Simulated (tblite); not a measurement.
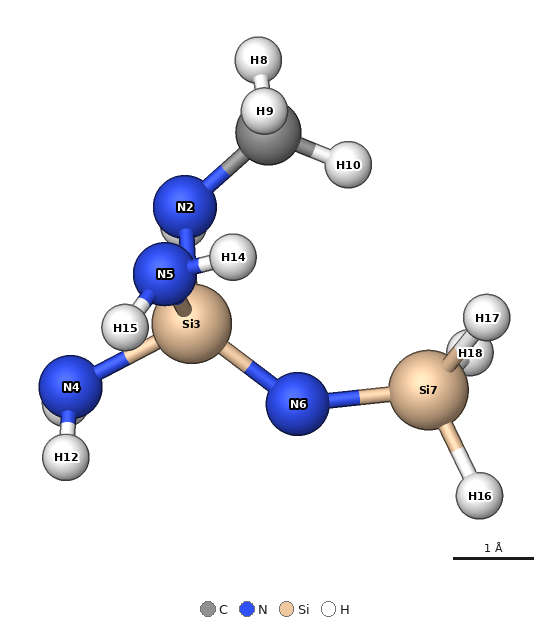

Figure 1. The structure (ball-and-stick view, seen at a tilt; atoms are numbered from 1 in the order of the input). Bond lengths as drawn: C–H 1.09 to 1.10 Å, C–N 1.43 Å, H–N 1.01 Å, H–Si 1.49 to 1.50 Å and N–Si 1.66 to 1.77 Å.

# Run report: CH₁₁N₄Si₂ (charge −1), frequency calculation

CH₁₁N₄Si₂, charge −1, SMILES CN[Si](N)(N)[N-][SiH3], computed with GFN2-xTB harmonic vibrations, gas phase (tblite 0.8.0).

### The input
```
{"job": {"kind": "ir", "xc": "GFN2-xTB", "basis": "xTB"}, "charge": -1, "multiplicity": 1}
C     -0.602076     1.995929     0.341893
N     -1.388399     0.833911     0.045683
Si    -0.519474    -0.690993     0.226313
N     -1.809835    -1.880109     0.024011
N     -0.258946    -0.748749     1.976569
N      0.812306    -0.990573    -0.755746
Si     2.118945    -0.133931    -1.329465
H     -1.203072     2.910152     0.253562
H     -0.251317     1.906745     1.368891
H      0.284349     2.098306    -0.304171
H     -1.779198     0.918317    -0.884092
H     -1.428458    -2.812765     0.077327
H     -2.243887    -1.800541    -0.883572
H      0.641539    -0.361281     2.219009
H     -0.277653    -1.695687     2.325509
H      3.091952    -1.092303    -1.925246
H      2.935469     0.681707    -0.364238
H      1.868995     0.868180    -2.423893
```

The first line tells a small driver script what to run in tblite; the rest is the geometry in Å.

Machine: 1 CPU thread, shared host.

Run as:
```bash
OMP_NUM_THREADS=1 python <driver script> task.json out
```

### What the program printed
```
mode    cm-1     km/mol
  1      33.5      2.55
  2      45.7      2.74
  3      88.7      5.29
  4      96.3      6.83
  5     106.5      6.09
  6     135.9     28.53
  7     159.5      3.10
  8     192.8      8.38
  9     221.7      0.47
 10     228.6     15.47
 11     262.2     31.56
 12     297.6     21.65
 13     355.6     32.47
 14     569.8    135.44
 15     584.2    133.40
 16     646.4     39.37
 17     670.1     72.98
 18     702.8    141.37
 19     737.7    263.71
 20     786.0    133.45
 21     794.7    116.38
 22     814.4    540.21
 23     832.3    294.69
 24     869.8    151.19
 25     883.0    212.05
 26     912.2    136.58
 27     923.2    257.05
 28    1068.4     22.81
 29    1127.3     36.00
 30    1148.2     54.14
 31    1267.0    818.08
 32    1379.3     34.84
 33    1417.5     16.11
 34    1505.2      0.94
 35    1519.9      1.89
 36    1574.5     27.69
 37    1593.3     17.24
 38    1793.8    791.31
 39    1857.0    647.71
 40    1973.1    529.39
 41    2822.6    107.37
 42    2888.5    151.92
 43    3008.9     47.50
 44    3400.6     41.41
 45    3453.3     14.73
 46    3462.4     18.50
 47    3476.3     28.75
 48    3483.5     48.68
```

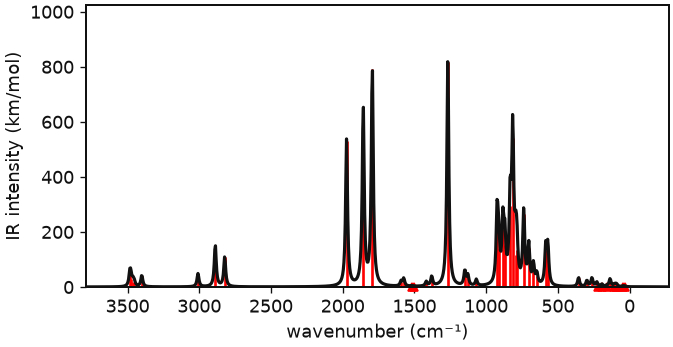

Figure 2. Harmonic infrared spectrum, unscaled: sticks (degenerate modes added up, dark ones marked on the axis) with a Lorentzian envelope of 16 cm⁻¹ full width, scaled to the tallest stick. 48 modes from 34 to 3484 cm⁻¹, none imaginary. The strongest line is at 1267 cm⁻¹ (818 km/mol).

### Results in brief

| quantity | value |
| --- | --- |
| outcome | converged |
| total energy | −630.4258 eV |
| zero-point energy | 83.1600 kcal/mol |
| wall time | 2.4 s |
| peak memory | 0.18 GiB |
